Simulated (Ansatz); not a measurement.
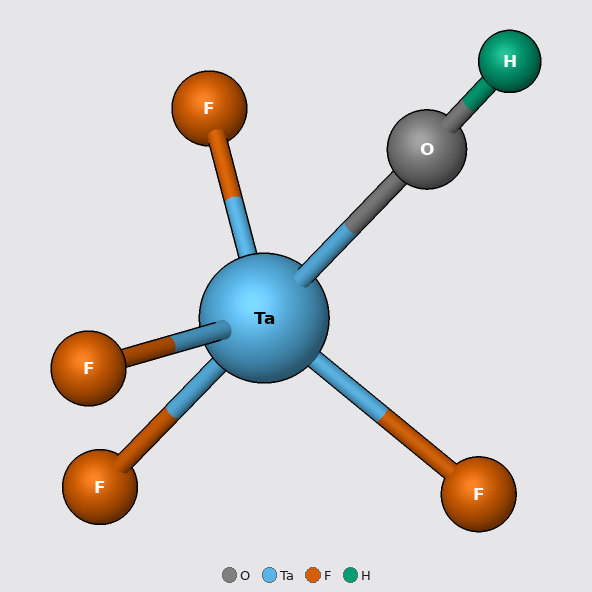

The species is neutral and a spin singlet. Harmonic vibrations computed with RKS PBE0-D4/def2-TZVP, core potentials on Ta (Ansatz 0.2.0) at a stationary point of the same level.

**Is this a minimum or a saddle point?**

A minimum: no imaginary frequency, and the lowest mode lies at 93 cm⁻¹.

**List the wavenumbers.**

15 modes: 93, 94, 189, 189, 256, 287, 288, 373, 373, 640, 692, 692, 695, 773, 3998 cm⁻¹.
